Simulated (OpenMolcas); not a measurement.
HF: geometry relaxation (part 3 of 4)

HF, SMILES F; HF/3-21G, RHF (OpenMolcas 26.06). The geometry comes from this level: PBE0-D4/def2-TZVP.

Geometry of the input (Å):
```
F  -0.3900  0.1446  -0.1964
H  0.3900  -0.1446  0.1964
```

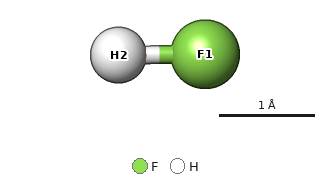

**Figure 1.** The starting structure (ball-and-stick view, seen on its broad side; atoms are numbered from 1 in the order of the input).

### Log, continued
```
 Process perturbation number                     5
        Iteration         Delta     Res(kappa) Res(CI)
            1          0.0057655   0.1846626   0.0000000   0.0000000   0.0029063
            2          0.0003287   0.0396455   0.0000000   0.0000000   0.0001657
            3          0.0000077   0.0065605   0.0000000   0.0000000   0.0000039
            4          0.0000001   0.0006009   0.0000000   0.0000000   0.0000001
      Perturbation no:    5 converged in    4 steps.

 Process perturbation number                     6
        Iteration         Delta     Res(kappa) Res(CI)
            1          0.0079486   0.2350374   0.0000000   0.0000000   0.0047582
            2          0.0003873   0.0469138   0.0000000   0.0000000   0.0002318
            3          0.0000088   0.0078476   0.0000000   0.0000000   0.0000053
            4          0.0000001   0.0006205   0.0000000   0.0000000   0.0000001
      Perturbation no:    6 converged in    4 steps.

 Process perturbation number                     7
        Iteration         Delta     Res(kappa) Res(CI)
            1          0.0666151   1.4851492   0.0000000   0.0000000   0.1875752
            2          0.0038810   0.3501161   0.0000000   0.0000000   0.0109280
            3          0.0000162   0.0260805   0.0000000   0.0000000   0.0000456
            4          0.0000000   0.0009320   0.0000000   0.0000000   0.0000001
      Perturbation no:    7 converged in    4 steps.

 Process perturbation number                     8
        Iteration         Delta     Res(kappa) Res(CI)
            1          0.0379585   0.5666387   0.0000000   0.0000000   0.0268033
            2          0.0024912   0.1323241   0.0000000   0.0000000   0.0017591
            3          0.0000145   0.0153007   0.0000000   0.0000000   0.0000102
            4          0.0000000   0.0004381   0.0000000   0.0000000   0.0000000
      Perturbation no:    8 converged in    4 steps.

 Process perturbation number                     9
        Iteration         Delta     Res(kappa) Res(CI)
            1          0.0491520   0.7599588   0.0000000   0.0000000   0.0486691
            2          0.0030937   0.1786431   0.0000000   0.0000000   0.0030633
            3          0.0000156   0.0173358   0.0000000   0.0000000   0.0000154
            4          0.0000000   0.0005491   0.0000000   0.0000000   0.0000000
      Perturbation no:    9 converged in    4 steps.

      ************************************
      * Harmonic frequencies in cm-1     *
      * Intensities in km/mole           *
      * No correction due to curvilinear *
      * representations has been done    *
      ************************************

    Symmetry a
   ==============

                        1         2         3         4         5         6

     Frequency:        i0.79     i0.79     i0.00     i0.00      0.00   4061.31

     Intensity:    2.374E+02 2.374E+02 1.037E-16 1.037E-16 4.176E-16 3.295E+01
     Red. mass:      1.05831   1.05831   7.13403   7.13403  10.00311   1.05831

     F1         x   -0.00183  -0.02803  -0.05546  -0.05546  -0.13885   0.04491
     F1         y   -0.04430  -0.02380   0.68599   0.68599  -0.06129  -0.01665
     F1         z   -0.02899   0.03813  -0.16229  -0.16229   0.69063   0.02262
     H2         x    0.03442   0.52835  -0.05546  -0.05546  -0.13885  -0.84667
     H2         y    0.83509   0.44864   0.68599   0.68599  -0.06129   0.31392
     H2         z    0.54648  -0.71886  -0.16229  -0.16229   0.69063  -0.42638

++ Principal components of the normal modes
   ----------------------------------------

   (Only contributions larger than 0.50 times the maximum are printed)

      Mode      1
        Frequency:           i0.79 cm-1
      ---------------------------------
        Rxy                      1.0000
        Ryz                     -0.7350
        Rzx                     -0.6241
      ---------------------------------

      Mode      2
        Frequency:           i0.79 cm-1
      ---------------------------------
        Rzx                      1.0000
        Rxy                      0.6544
      ---------------------------------

      Mode      3
        Frequency:           i0.00 cm-1
      ---------------------------------
        Ty                       1.0000
      ---------------------------------

      Mode      4
        Frequency:           i0.00 cm-1
      ---------------------------------
        Ty                       1.0000
      ---------------------------------

      Mode      5
        Frequency:            0.00 cm-1
      ---------------------------------
        Tz                       1.0000
      ---------------------------------

      Mode      6
        Frequency:         4061.31 cm-1
      ---------------------------------
        Bond H2 F1              -1.0000
      ---------------------------------
--

++ Thermochemistry

 *********************
 *                   *
 *  THERMOCHEMISTRY  *
 *                   *
 *********************

 Mass-centered Coordinates (angstrom):
 ********************************************************
 Label        X           Y           Z          Mass
 --------------------------------------------------------
 F1         0.000000    0.000000   -0.047224     18.99840
 H2         0.000000    0.000000    0.890224      1.00783
 --------------------------------------------------------
 Molecular mass:   20.006228
 Rotational Constants (cm-1):   20.0431   20.0431**********
 Rotational Constants (GHz) :  600.8771  600.8771**********
 Rotational temperatures (K):   28.8376   28.8376**********
 Rotational Symmetry factor:  1
 Vibrational temperature (K):
   5843.31
 Number of trans. and rot. degrees of freedom:  6
 ZPVE                 5.806 kcal/mol      0.009252 au.
 ZPVE corrected energy                  -99.450967 au.

 *****************************************************
 Temperature =     0.00 kelvin, Pressure =   1.00 atm
 -----------------------------------------------------
 Molecular Partition Function and Molar Entropy:
                        q/V (M**-3)    S(kcal/mol*K)
 Electronic            1.000000E+00        0.000
 Translational         1.000000E+00        0.000
 Rotational            1.000000E+00        2.981
 Vibrational           1.000000E+00        0.000
 TOTAL                 1.000000E+00        2.981

 Thermal contributions to INTERNAL ENERGY:
 Electronic           0.000 kcal/mol      0.000000 au.
 Translational        0.000 kcal/mol      0.000000 au.
 Rotational           0.000 kcal/mol      0.000000 au.
 Vibrational          5.806 kcal/mol      0.009252 au.
 TOTAL                5.806 kcal/mol      0.009252 au.

 Thermal contributions to
 ENTHALPY             5.806 kcal/mol      0.009252 au.
 GIBBS FREE ENERGY    5.806 kcal/mol      0.009252 au.

 Sum of energy and thermal contributions
 INTERNAL ENERGY                        -99.450967 au.
 ENTHALPY                               -99.450967 au.
 GIBBS FREE ENERGY                      -99.450967 au.
 -----------------------------------------------------

 *****************************************************
 Temperature =   100.00 kelvin, Pressure =   1.00 atm
 -----------------------------------------------------
 Molecular Partition Function and Molar Entropy:
                        q/V (M**-3)    S(kcal/mol*K)
 Electronic            1.000000E+00        0.000
 Translational         5.317997E+26       29.494
 Rotational                     NaN          NaN
 Vibrational           2.048375E-13        0.000
 TOTAL                          NaN          NaN

 Thermal contributions to INTERNAL ENERGY:
 Electronic           0.000 kcal/mol      0.000000 au.
 Translational        0.298 kcal/mol      0.000475 au.
 Rotational           0.298 kcal/mol      0.000475 au.
 Vibrational          5.806 kcal/mol      0.009252 au.
 TOTAL                6.402 kcal/mol      0.010202 au.

 Thermal contributions to
 ENTHALPY             6.601 kcal/mol      0.010519 au.
 GIBBS FREE ENERGY      NaN kcal/mol           NaN au.

 Sum of energy and thermal contributions
 INTERNAL ENERGY                        -99.450017 au.
 ENTHALPY                               -99.449700 au.
 GIBBS FREE ENERGY                             NaN au.
 -----------------------------------------------------

 *****************************************************
 Temperature =   273.15 kelvin, Pressure =   1.00 atm
 -----------------------------------------------------
 Molecular Partition Function and Molar Entropy:
                        q/V (M**-3)    S(kcal/mol*K)
 Electronic            1.000000E+00        0.000
 Translational         2.400766E+27       34.486
 Rotational                     NaN          NaN
 Vibrational           2.263169E-05        0.000
 TOTAL                          NaN          NaN

 Thermal contributions to INTERNAL ENERGY:
 Electronic           0.000 kcal/mol      0.000000 au.
 Translational        0.814 kcal/mol      0.001298 au.
 Rotational           0.814 kcal/mol      0.001298 au.
 Vibrational          5.806 kcal/mol      0.009252 au.
 TOTAL                7.434 kcal/mol      0.011847 au.

 Thermal contributions to
 ENTHALPY             7.977 kcal/mol      0.012712 au.
 GIBBS FREE ENERGY      NaN kcal/mol           NaN au.

 Sum of energy and thermal contributions
 INTERNAL ENERGY                        -99.448372 au.
 ENTHALPY                               -99.447507 au.
 GIBBS FREE ENERGY                             NaN au.
 -----------------------------------------------------

 *****************************************************
 Temperature =   298.15 kelvin, Pressure =   1.00 atm
 -----------------------------------------------------
 Molecular Partition Function and Molar Entropy:
                        q/V (M**-3)    S(kcal/mol*K)
 Electronic            1.000000E+00        0.000
 Translational         2.737791E+27       34.922
 Rotational                     NaN          NaN
 Vibrational           5.549143E-05        0.000
 TOTAL                          NaN          NaN

 Thermal contributions to INTERNAL ENERGY:
 Electronic           0.000 kcal/mol      0.000000 au.
 Translational        0.889 kcal/mol      0.001416 au.
 Rotational           0.889 kcal/mol      0.001416 au.
 Vibrational          5.806 kcal/mol      0.009252 au.
 TOTAL                7.583 kcal/mol      0.012085 au.

 Thermal contributions to
 ENTHALPY             8.176 kcal/mol      0.013029 au.
 GIBBS FREE ENERGY      NaN kcal/mol           NaN au.

 Sum of energy and thermal contributions
 INTERNAL ENERGY                        -99.448134 au.
 ENTHALPY                               -99.447190 au.
 GIBBS FREE ENERGY                             NaN au.
 -----------------------------------------------------

 *****************************************************
 Temperature =   323.15 kelvin, Pressure =   1.00 atm
 -----------------------------------------------------
 Molecular Partition Function and Molar Entropy:
                        q/V (M**-3)    S(kcal/mol*K)
 Electronic            1.000000E+00        0.000
 Translational         3.089259E+27       35.322
 Rotational                     NaN          NaN
 Vibrational           1.184315E-04        0.000
 TOTAL                          NaN          NaN

 Thermal contributions to INTERNAL ENERGY:
 Electronic           0.000 kcal/mol      0.000000 au.
 Translational        0.963 kcal/mol      0.001535 au.
 Rotational           0.963 kcal/mol      0.001535 au.
 Vibrational          5.806 kcal/mol      0.009252 au.
 TOTAL                7.732 kcal/mol      0.012322 au.

 Thermal contributions to
 ENTHALPY             8.375 kcal/mol      0.013346 au.
 GIBBS FREE ENERGY      NaN kcal/mol           NaN au.

 Sum of energy and thermal contributions
 INTERNAL ENERGY                        -99.447897 au.
 ENTHALPY                               -99.446873 au.
 GIBBS FREE ENERGY                             NaN au.
 -----------------------------------------------------

 *****************************************************
 Temperature =   373.15 kelvin, Pressure =   1.00 atm
 -----------------------------------------------------
 Molecular Partition Function and Molar Entropy:
                        q/V (M**-3)    S(kcal/mol*K)
 Electronic            1.000000E+00        0.000
 Translational         3.833304E+27       36.036
 Rotational                     NaN          NaN
 Vibrational           3.977412E-04        0.000
 TOTAL                          NaN          NaN

 Thermal contributions to INTERNAL ENERGY:
 Electronic           0.000 kcal/mol      0.000000 au.
 Translational        1.112 kcal/mol      0.001773 au.
 Rotational           1.112 kcal/mol      0.001773 au.
 Vibrational          5.806 kcal/mol      0.009252 au.
 TOTAL                8.031 kcal/mol      0.012797 au.

 Thermal contributions to
 ENTHALPY             8.772 kcal/mol      0.013979 au.
 GIBBS FREE ENERGY      NaN kcal/mol           NaN au.

 Sum of energy and thermal contributions
 INTERNAL ENERGY                        -99.447422 au.
 ENTHALPY                               -99.446240 au.
 GIBBS FREE ENERGY                             NaN au.
 -----------------------------------------------------

 *****************************************************
 Temperature =   473.15 kelvin, Pressure =   1.00 atm
 -----------------------------------------------------
 Molecular Partition Function and Molar Entropy:
                        q/V (M**-3)    S(kcal/mol*K)
 Electronic            1.000000E+00        0.000
 Translational         5.473264E+27       37.216
 Rotational                     NaN          NaN
 Vibrational           2.081014E-03        0.000
 TOTAL                          NaN          NaN

 Thermal contributions to INTERNAL ENERGY:
 Electronic           0.000 kcal/mol      0.000000 au.
 Translational        1.410 kcal/mol      0.002248 au.
 Rotational           1.410 kcal/mol      0.002248 au.
 Vibrational          5.806 kcal/mol      0.009252 au.
 TOTAL                8.627 kcal/mol      0.013748 au.

 Thermal contributions to
 ENTHALPY             9.567 kcal/mol      0.015246 au.
 GIBBS FREE ENERGY      NaN kcal/mol           NaN au.

 Sum of energy and thermal contributions
 INTERNAL ENERGY                        -99.446471 au.
 ENTHALPY                               -99.444973 au.
 GIBBS FREE ENERGY                             NaN au.
 -----------------------------------------------------
--

 ************************************
 *       Polarizabilities           *
 ************************************

        2.9526687840119075
       -0.9545315173864388      0.7321171016982132
        1.2964729599943399     -0.4806922820809111      1.0310966707397258

++    Isotopic shifts:
      ----------------

 ****************************************
 * Isotope shifted frequencies in cm-1  *
 ****************************************

  Single substitutions:
  -----------------------

  Full substitutions:
  -----------------------

 Masses:
 =======
  19   2

 Frequencies:
 ============
                         1         2         3         4         5         6

            Freq.      i0.57     i0.57     i0.00     i0.00      0.00   2944.24

 Masses:
 =======
  19   3

 Frequencies:
 ============
                         1         2         3         4         5         6

            Freq.      i0.48     i0.48     i0.00     i0.00      0.00   2462.69

--

      The response parameters are written to the file RESP.
--- Stop Module: mclr /rc=_RC_ALL_IS_WELL_ ---

--- Start Module: mclr ---

                                               &MCLR

                       available to each process: 1.9 GB of memory, 1 thread

 Ordinary integral handling
 OrdInt status: non-squared

++   Wave function specifications:
     -----------------------------
     Wavefunction type:                          SCF
     Number of irreducible symmetry groups       1
     Number of basis functions                  11
     Number of occupied orbitals                 5
     SCF energy =                   -99.4602189428
--

     Convergence threshold=               1.0000E-04
     Max number of iterations in PCG:            200

++   Perturbation specifications:
     ----------------------------

     Number of perturbations in each symmetry      9
     Type of perturbation:                         Hessian
--

++   Perturbations:
     --------------

     -------------------------------------
      No.    Symmetry    Center Direction
     -------------------------------------
       1       a            F1         x
       2       a            F1         y
       3       a            F1         z
       4       a            H2         x
       5       a            H2         y
       6       a            H2         z
       7       a            MLTPL  1 X
       8       a            MLTPL  1 Y
       9       a            MLTPL  1 Z
     -------------------------------------
--

     Linear response function is computed for Restricted Hartree-Fock wavefunction
```
